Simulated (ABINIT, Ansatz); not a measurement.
# Quasiparticle gap of CaAlSiH (P3m1) in ABINIT

How does a plane-wave GW calculation on CaAlSiH (P3m1) run from the first input to the gap?

Program: ABINIT 10.8.3. Level of theory: PBEsol and many-body steps on it, plane waves. Results are calculated unless marked as measured.

### 1. The structure

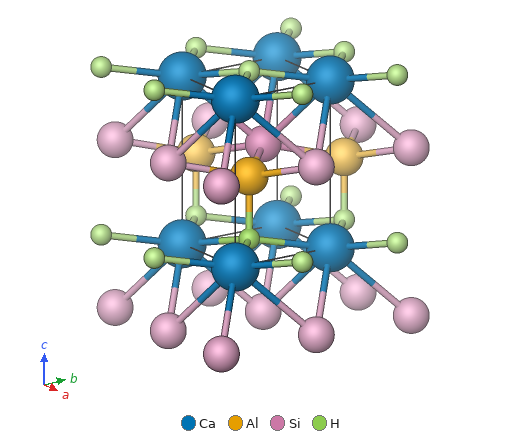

The cell as given, slightly off an axis (calcium blue, aluminium orange, silicon pink, hydrogen green). Some periodic images of atoms are drawn too.

The cell and positions are those that the Materials Project relaxed with its own functionals (PBE, PBE+U or r2SCAN), kept fixed.

### 2. Ground state

This step: ABINIT 10.8.3; DFT, PBEsol, plane waves, norm-conserving pseudopotentials.

The ground-state density comes first.

Input file run.abi:

```
acell 3*1.0 Angstrom
rprim 
  4.143280229474 0.000000000031 0.000000000000
  -2.071640114764 3.588185933707 0.000000000000
  0.000000000000 0.000000000000 4.698226000000
ntypat 4
znucl 20 13 14 1
natom 4
typat 1 2 3 4
xred 
  0.000000000000 0.000000000000 0.999921000000
  0.666666666667 0.333333333333 0.457112000000
  0.333333333333 0.666666666667 0.565892000000
  0.666666666667 0.333333333333 0.083775000000
pp_dirpath "pseudos"
pseudos "Ca.upf, Al.upf, Si.upf, H.upf"
ecut 32
ngkpt 6 6 4
nshiftk 1
shiftk 0 0 0
kptopt 1
chksymbreak 0
nband 15
occopt 1
tolvrs 1e-10
nstep 60
prtwf 0
optforces 0
optstress 0
indata_prefix "in"
outdata_prefix "out"
tmpdata_prefix "tmp"
```

On the command line:

```bash
$ OMP_NUM_THREADS=1 mpirun -n 4 abinit run.abi > log
```

Numbers of over 12 decimals in the logs are rounded to 6 here.

Output:

```text
.Version 10.8.3 of ABINIT. v10.8.2 released Aug 2026.

 Symmetries : space group P3 m 1 (#156); Bravais hP (primitive hexag.)
================================================================================
 Values of the parameters that define the memory need of the present run
     intxc =       0    ionmov =       0      iscf =       7    lmnmax =       6
     lnmax =       6     mgfft =      48  mpssoang =       3    mqgrid =    3001
     natom =       4  nloc_mem =       1    nspden =       1   nspinor =       1
    nsppol =       1      nsym =       6    n1xccc =    2501    ntypat =       4
    occopt =       1   xclevel =       2
-    mband =          15        mffmem =           1         mkmem =           6
       mpw =        4092          nfft =       76800          nkpt =          24
================================================================================
  Rough estimation (10% accuracy) of disk space for files :
================================================================================

--------------------------------------------------------------------------------
------------- Echo of variables that govern the present computation ------------
--------------------------------------------------------------------------------
 -outvars: echo values of preprocessed input variables --------
            acell      1.8897261259E+00  1.8897261259E+00  1.8897261259E+00 Bohr

      chksymbreak           0
             ecut      3.20000000E+01 Hartree
-          fftalg         312

              ixc     -116133
              kpt      0.00000000E+00  0.00000000E+00  0.00000000E+00
                       1.66666667E-01  0.00000000E+00  0.00000000E+00
                       3.33333333E-01  0.00000000E+00  0.00000000E+00
                       5.00000000E-01  0.00000000E+00  0.00000000E+00
                       1.66666667E-01  1.66666667E-01  0.00000000E+00
                       3.33333333E-01  1.66666667E-01  0.00000000E+00
                       3.33333333E-01  3.33333333E-01  0.00000000E+00
                       0.00000000E+00  0.00000000E+00  2.50000000E-01
                       1.66666667E-01  0.00000000E+00  2.50000000E-01
   [... 13 further rows ...]
                       3.33333333E-01  1.66666667E-01  5.00000000E-01
                       3.33333333E-01  3.33333333E-01  5.00000000E-01
         kptrlatt        6    0    0      0    6    0      0    0    4
          kptrlen      3.55134417E+01
P           mkmem           6
            natom           4
            nband          15
            ngfft          40      40      48
             nkpt          24
            nstep          60
             nsym           6
           ntypat           4
              occ      2.000000  2.000000  2.000000  2.000000  2.000000  2.000000
                       2.000000  2.000000  2.000000  0.000000  0.000000  0.000000
[...]
optforces           0
        optstress           0
            prtwf           0
            rprim      4.1432802295E+00  3.1000000000E-11  0.0000000000E+00
[...]
spgroup         156

           tolvrs      1.00000000E-10

             xred      0.0000000000E+00  0.0000000000E+00  9.9992100000E-01
[...]
znucl       20.00000   13.00000   14.00000    1.00000

================================================================================

 chkinp: Checking input parameters for consistency.

================================================================================
== DATASET  1 ==================================================================
-   mpi_nproc: 4, omp_nthreads: 1 (-1 if OMP is not activated)

--- !DatasetInfo
iteration_state: {dtset: 1, }
dimensions: {natom: 4, nkpt: 24, mband: 15, nsppol: 1, nspinor: 1, nspden: 1, mpw: 4092, }
cutoff_energies: {ecut:  32.0, pawecutdg:  -1.0, }
electrons: {nelect:   1.80000000E+01, charge:   0.00000000E+00, occopt:   1.00000000E+00, tsmear:   1.00000000E-02, }

 Real(R)+Recip(G) space primitive vectors, cartesian coordinates (Bohr,Bohr^-1):
 R(1)=  7.8296649  0.0000000  0.0000000  G(1)=  0.1277194  0.0737388  0.0000000
 R(2)= -3.9148324  6.7806887  0.0000000  G(2)=  0.0000000  0.1474776  0.0000000
 R(3)=  0.0000000  0.0000000  8.8783604  G(3)=  0.0000000  0.0000000  0.1126334
 Unit cell volume ucvol=  4.7135677E+02 bohr^3
 Angles (23,13,12)=  9.00000000E+01  9.00000000E+01  1.20000000E+02 degrees

 getcut: wavevector=  0.0000  0.0000  0.0000  ngfft=  40  40  48
         ecut(hartree)=     32.000   => boxcut(ratio)=   2.00621

--- Pseudopotential description ------------------------------------------------
- Ca Generated using ONCVPSP code by D. R. Hamann
- 20.00000  10.00000  180301                  znucl, zion, pspdat
12 -116133 2 -1 1746                          pspcod,pspxc,lmax,lloc,mmax
     nproj     2     2     2
  pspatm : epsatm=   12.46101000
         --- l  ekb(1:nproj) -->
[...]
pspatm: atomic psp has been read  and splines computed

- Al Generated using ONCVPSP code by D. R. Hamann
- 13.00000   3.00000  180301                  znucl, zion, pspdat
12 -116133 2 -1 1876                          pspcod,pspxc,lmax,lloc,mmax
     nproj     2     2     2
  pspatm : epsatm=    0.68509285
         --- l  ekb(1:nproj) -->
[...]
pspatm: atomic psp has been read  and splines computed

- Si Generated using ONCVPSP code by D. R. Hamann
- 14.00000   4.00000  180301                  znucl, zion, pspdat
12 -116133 2 -1 1510                          pspcod,pspxc,lmax,lloc,mmax
     nproj     2     2     2
  pspatm : epsatm=    7.86468660
         --- l  ekb(1:nproj) -->
[...]
pspatm: atomic psp has been read  and splines computed

- H Generated using ONCVPSP code by D. R. Hamann
-  1.00000   1.00000  180301                  znucl, zion, pspdat
12 -116133 1 -1 1180                          pspcod,pspxc,lmax,lloc,mmax
     nproj     2     1     0
  pspatm : epsatm=    0.35585368
         --- l  ekb(1:nproj) -->
[...]
1   -0.494138
 pspatm: atomic psp has been read  and splines computed

   3.84599576E+02                                ecore*ucvol(ha*bohr**3)
--------------------------------------------------------------------------------

_setup2: Arith. and geom. avg. npw (full set) are    4075.465    4075.454

================================================================================

--- !BeginCycle
iteration_state: {dtset: 1, }
solver: {iscf: 7, nstep: 60, nline: 4, wfoptalg: 0, }
tolerances: {tolvrs: 1.00E-10, }

     iter   Etot(hartree)      deltaE(h)  residm     vres2
 ETOT  1  -45.791402271705    -4.579E+01 4.485E-02 8.032E+01
 ETOT  2  -45.828528318452    -3.713E-02 1.307E-01 8.945E+00
 ETOT  3  -45.829625889325    -1.098E-03 1.448E-02 2.704E-01
 ETOT  4  -45.829653299248    -2.741E-05 5.334E-03 1.492E-02
 ETOT  5  -45.829654787501    -1.488E-06 1.891E-03 6.191E-04
 ETOT  6  -45.829654891652    -1.042E-07 2.235E-03 4.361E-05
 ETOT  7  -45.829654898889    -7.236E-09 3.280E-03 2.006E-06
 ETOT  8  -45.829654899539    -6.499E-10 2.045E-03 1.124E-07
 ETOT  9  -45.829654899570    -3.122E-11 2.308E-03 6.071E-09
 ETOT 10  -45.829654899573    -3.197E-12 7.672E-04 4.680E-10
 ETOT 11  -45.829654899574    -7.532E-13 6.192E-04 6.147E-12

 At SCF step   11       vres2   =  6.15E-12 < tolvrs=  1.00E-10 =>converged.

--- !ResultsGS
iteration_state: {dtset: 1, }
comment   : Summary of ground state results
lattice_vectors:
- [  7.8296649,   0.0000000,   0.0000000, ]
- [ -3.9148324,   6.7806887,   0.0000000, ]
- [  0.0000000,   0.0000000,   8.8783604, ]
lattice_lengths: [   7.82966,    7.82966,    8.87836, ]
lattice_angles: [ 90.000,  90.000, 120.000, ] # degrees, (23, 13, 12)
lattice_volume:   4.7135677E+02
convergence: {deltae: -7.532E-13, res2:  6.147E-12, residm:  6.192E-04, diffor:  0.000E+00, }
etotal    :  -4.58296549E+01
entropy   :   0.00000000E+00
fermie    :   2.06185172E-01
cartesian_stress_tensor: null
pressure_GPa: null
xred      :
- [  0.0000E+00,   0.0000E+00,   9.9992E-01, Ca]
- [  6.6667E-01,   3.3333E-01,   4.5711E-01, Al]
- [  3.3333E-01,   6.6667E-01,   5.6589E-01, Si]
- [  6.6667E-01,   3.3333E-01,   8.3775E-02,  H]
cartesian_forces: null
force_length_stats: {min: null, max: null, mean: null, }

 Integrated electronic density in atomic spheres:
 ------------------------------------------------
 Atom  Sphere_radius  Integrated_density
[...]
4        2.00000          1.35752497
================================================================================

 ----iterations are completed or convergence reached----

 Mean square residual over all n,k,spin=   53.446E-07; max=  61.922E-05
 reduced coordinates (array xred) for    4 atoms
       0.000000000000      0.000000000000      0.999921000000
       0.666666666667      0.333333333333      0.457112000000
       0.333333333333      0.666666666667      0.565892000000
       0.666666666667      0.333333333333      0.083775000000
 rms dE/dt=  0.0000E+00; max dE/dt=  0.0000E+00; dE/dt below (all hartree)
    1       0.000000000000      0.000000000000      0.000000000000
    2       0.000000000000      0.000000000000      0.000000000000
    3       0.000000000000      0.000000000000      0.000000000000
    4       0.000000000000      0.000000000000      0.000000000000

 cartesian coordinates (angstrom) at end:
    1      0.000000     0.000000     4.697855
    2      2.071640     1.196062     2.147615
    3     -1.8e-11     2.392124     2.658689
    4      2.071640     1.196062     0.393594
 length scales=  1.889726125908  1.889726125908  1.889726125908 bohr
              =  1.000000000000  1.000000000000  1.000000000000 angstroms
 prteigrs : about to open file out_EIG
 Fermi (or HOMO) energy (hartree) =   0.20619   Average Vxc (hartree)=  -0.34645
 Eigenvalues (hartree) for nkpt=  24  k points:
 kpt#   1, nband= 15, wtk=  0.00694, kpt=  0.0000  0.0000  0.0000 (reduced coord)
  -1.30183   -0.60884   -0.60529   -0.60529   -0.16054    0.03870    0.13458    0.17197
   0.17197    0.25991    0.29923    0.29923    0.33070    0.33117    0.34895
 prteigrs : prtvol=0 or 1, do not print more k-points.

--- !EnergyTerms
iteration_state     : {dtset: 1, }
comment             : Components of total free energy in Hartree
kinetic             :  1.61805885062146E+01
hartree             :  9.93630439637125E+00
xc                  : -1.02338008611574E+01
Ewald energy        : -3.07918301066629E+01
psp_core            :  8.15941548547503E-01
local_psp           : -3.58805754062280E+01
non_local_psp       :  4.14371702334125E+00
total_energy        : -4.58296548995737E+01
total_energy_eV     : -1.24708844099232E+03
band_energy         : -5.75579115507407E+00

== END DATASET(S) ==============================================================
================================================================================

 -outvars: echo values of variables after computation  --------
           etotal     -4.5829654900E+01
            nband          15
             nkpt          24
          spgroup         156
 [... the other variables as echoed above ...]

 Calculation completed.
```

Elapsed: 26 s, on 4 MPI ranks of Intel Xeon Platinum 8259CL at 2.50GHz (Skylake/Cascade Lake), shared host; peak memory 0.36 GiB; 1.7 min of CPU time.

Numbers from this step:

| Item | Value |
| --- | --- |
| total energy | -1247.0884 eV |
| gap | 0.2893 eV |
| k of the valence top | 0, 0, 0.5 |
| k of the conduction bottom | 0.5, 0, 0 |
| least direct gap | 1.214 eV |

The gap is indirect, with the least direct gap 0.93 eV higher.

### 3. Empty states on the mesh, 3×3×4 mesh, 130 bands

The sums over transitions need many empty states on a uniform mesh; this step solves for them.

run.abi, as its differences from that of step 2:

```diff
@@ -17,3 +17,3 @@
 ecut 32
-ngkpt 6 6 4
+ngkpt 3 3 4
 nshiftk 1
@@ -22,9 +22,10 @@
 chksymbreak 0
-nband 15
+irdden 1
+istwfk *1
+nband 130
+prtvol 0
+optdriver 6
+gwr_task "HDIAGO"
+paral_kgb 0
 occopt 1
-tolvrs 1e-10
-nstep 60
-prtwf 0
-optforces 0
-optstress 0
 indata_prefix "in"
```

Output:

```text
[banner, memory and clock lines left out]
.Version 10.8.3 of ABINIT. v10.8.2 released Aug 2026.

 Symmetries : space group P3 m 1 (#156); Bravais hP (primitive hexag.)
[... echo of the input left out ...]
== DATASET  1 ==================================================================
-   mpi_nproc: 4, omp_nthreads: 1 (-1 if OMP is not activated)

--- !DatasetInfo
iteration_state: {dtset: 1, }
dimensions: {natom: 4, nkpt: 10, mband: 130, nsppol: 1, nspinor: 1, nspden: 1, mpw: 4092, }
cutoff_energies: {ecut:  32.0, pawecutdg:  -1.0, }
electrons: {nelect:   1.80000000E+01, charge:   0.00000000E+00, occopt:   1.00000000E+00, tsmear:   1.00000000E-02, }

.Using double precision arithmetic; gwpc =  8

- Reading GS density from: in_DEN

--- Pseudopotential description ------------------------------------------------
- Ca Generated using ONCVPSP code by D. R. Hamann
- 20.00000  10.00000  180301                  znucl, zion, pspdat
12 -116133 2 -1 1746                          pspcod,pspxc,lmax,lloc,mmax
     nproj     2     2     2
  pspatm : epsatm=   12.46101000
         --- l  ekb(1:nproj) -->
             0   10.054847    0.973777
             1    2.998958    0.458102
             2   -3.447298   -1.091650
 pspatm: atomic psp has been read  and splines computed

- Al Generated using ONCVPSP code by D. R. Hamann
- 13.00000   3.00000  180301                  znucl, zion, pspdat
12 -116133 2 -1 1876                          pspcod,pspxc,lmax,lloc,mmax
     nproj     2     2     2
  pspatm : epsatm=    0.68509285
         --- l  ekb(1:nproj) -->
[...]
pspatm: atomic psp has been read  and splines computed

- Si Generated using ONCVPSP code by D. R. Hamann
- 14.00000   4.00000  180301                  znucl, zion, pspdat
12 -116133 2 -1 1510                          pspcod,pspxc,lmax,lloc,mmax
     nproj     2     2     2
  pspatm : epsatm=    7.86468660
         --- l  ekb(1:nproj) -->
[...]
2   -2.267219   -0.458043
 pspatm: atomic psp has been read  and splines computed

- H Generated using ONCVPSP code by D. R. Hamann
-  1.00000   1.00000  180301                  znucl, zion, pspdat
12 -116133 1 -1 1180                          pspcod,pspxc,lmax,lloc,mmax
     nproj     2     1     0
  pspatm : epsatm=    0.35585368
         --- l  ekb(1:nproj) -->
             0   -1.674911   -0.523609
             1   -0.494138
 pspatm: atomic psp has been read  and splines computed

   3.84599576E+02                                ecore*ucvol(ha*bohr**3)

 Total charge density [el/Bohr^3]
)     Maximum=    7.5486E-01  at reduced coord.    0.9750    0.9000    0.0208
)     Minimum=    2.0005E-03  at reduced coord.    0.3250    0.6500    0.5625
   Integrated=    1.8000E+01

 === KS gaps after direct diagonalization ===
 Indirect band gap semiconductor
 Fundamental gap:     0.573 (eV)
   VBM:     5.611 (eV) at k: [ 0.0000E+00,  0.0000E+00,  5.0000E-01]
   CBM:     6.183 (eV) at k: [-3.3333E-01,  0.0000E+00,  2.5000E-01]
 Direct gap:         1.365 (eV) at k: [ 0.0000E+00,  0.0000E+00,  5.0000E-01]

== END DATASET(S) ==============================================================

 -outvars: echo values of variables after computation  --------
           etotal      0.0000000000E+00
            nband         130
             nkpt          10
          spgroup         156
 [... the other variables as echoed above ...]

 Calculation completed.
```

It took 2.5 min on 4 MPI ranks; peak memory 3.8 GiB.

Numbers from this step:

* gap: 0.5729 eV
* k of the valence top: 0, 0, 0.5
* k of the conduction bottom: -0.3333, 0, 0.25
* least direct gap: 1.365 eV
* k points computed: 10
* lowest point of the top converged band, above the valence top: 67.2175 eV

On this mesh the gap is 0.573 eV. The earlier step found 0.289 eV, so this mesh misses an edge.

### 4. Screening, 3×3×4 mesh, 122 bands, screening to 176.9 eV

The RPA dielectric matrix is built and inverted for each q.

This step: RPA screening on PBEsol, plane waves, norm-conserving pseudopotentials.

run.abi, as its differences from that of step 3:

```diff
@@ -22,10 +22,11 @@
 chksymbreak 0
-irdden 1
 istwfk *1
-nband 130
-prtvol 0
-optdriver 6
-gwr_task "HDIAGO"
-paral_kgb 0
 occopt 1
+irdwfk 1
+optdriver 3
+nband 122
+ecuteps 6.5
+inclvkb 2
+awtr 1
+symchi 1
 indata_prefix "in"
```

Output:

```text
.Version 10.8.3 of ABINIT. v10.8.2 released Aug 2026.

 Symmetries : space group P3 m 1 (#156); Bravais hP (primitive hexag.)
[... echo of the input left out ...]
== DATASET  1 ==================================================================
-   mpi_nproc: 4, omp_nthreads: 1 (-1 if OMP is not activated)

--- !DatasetInfo
iteration_state: {dtset: 1, }
dimensions: {natom: 4, nkpt: 10, mband: 122, nsppol: 1, nspinor: 1, nspden: 1, mpw: 4092, }
cutoff_energies: {ecut:  32.0, pawecutdg:  -1.0, }
electrons: {nelect:   1.80000000E+01, charge:   0.00000000E+00, occopt:   1.00000000E+00, tsmear:   1.00000000E-02, }

 SCREENING: Calculation of the susceptibility and dielectric matrices

 Based on a program developped by R.W. Godby, V. Olevano, G. Onida, and L. Reining.
 Incorporated in ABINIT by V. Olevano, G.-M. Rignanese, and M. Torrent.
.Using double precision arithmetic ; gwpc =  8

[... cell and pseudopotentials left out ...]
--------------------------------------------------------------------------------

 ==== K-mesh for the wavefunctions ====
 Number of points in the irreducible wedge :    10
[... list of points left out ...]
 Together with  6 symmetry operations and time-reversal symmetry
 yields    36 points in the full Brillouin Zone.

 ==== Q-mesh for the screening function ====
 Number of points in the irreducible wedge :    10
[... list of points left out ...]
 Together with  6 symmetry operations and time-reversal symmetry
 yields    36 points in the full Brillouin Zone.

 setmesh: FFT mesh size selected  =    25x   25x   36
          total number of points  =        22500

 vcoul_init : cutoff-mode = AUXILIARY_FUNCTION
 q-points for optical limit:   1
     1)      0.000010    0.000020    0.000030

- screening: taking advantage of time-reversal symmetry
- Maximum band index for partially occupied states nbvw = 9
- Remaining bands to be divided among processors   nbcw = 113
- Number of bands treated by each node ~28

 Number of electrons calculated from density =   18.0000; Expected =   18.0000
 average of density, n =  0.038188
 r_s =    1.8422
 omega_plasma =   18.8502 [eV]

 calculating chi0 at frequencies [eV] :
  1    0.000000E+00    0.000000E+00
  2    0.000000E+00    1.885024E+01

--------------------------------------------------------------------------------
  q-point number  1        q = ( 0.000000, 0.000000, 0.000000) [r.l.u.]
--------------------------------------------------------------------------------
[... chi0 elements left out ...]
 For q-point:  0.000010 0.000020 0.000030
  dielectric constant =  21.4555
  dielectric constant without local fields =  24.2313

  Average fulfillment of the sum rule on Im[epsilon] for q-point    1 :     76.93  [%]
[... wings left out ...]
  q-point number  2        q = ( 0.333333, 0.000000, 0.000000) [r.l.u.]
--------------------------------------------------------------------------------
[... chi0 elements left out ...]
  Average fulfillment of the sum rule on Im[epsilon] for q-point    2 :     80.70  [%]

 [... 8 further q-points ...]
```

The job ended after 44 s (4 MPI ranks; peak memory 0.93 GiB).

Numbers from this step:

- ε∞ with local fields, on this mesh, along the program's q direction: 21.46
- the same without local fields: 24.23
- plasma frequency: 18.85 eV
- plane waves in the screening matrix: 365

Local fields lower ε∞ by 11 %. On a Γ-centred mesh this coarse the value itself is usually too large, while a short band sum pulls it down.

[end of part 1 of 2]

[Paths, hosts, dates, memory and timing lines, banners, echoed tables and standing remarks are left out of the program output.]

[Logs are printed without paths, hosts, clocks, repeated set-up lines and the standing remarks that a program may print on its own settings, such as how far it seeks lower states.]

[Runs of the session that timed out or met a known fault of the program may be left out.]

[Hosts, paths, dates, database ids (printed as entryN), source tags and the programs' standing remarks are cut or masked in the printed files.]

[G0W0 gaps are taken among the corrected bands and points alone; a level outside them can change the order at an edge.]

[Where Ansatz stands beside ABINIT at settings called matched, ABINIT's density can come from a denser mesh and the files from another edition; pairs whose starting gaps differed by over 0.03 eV were left out, so agreement reads better than it is.]
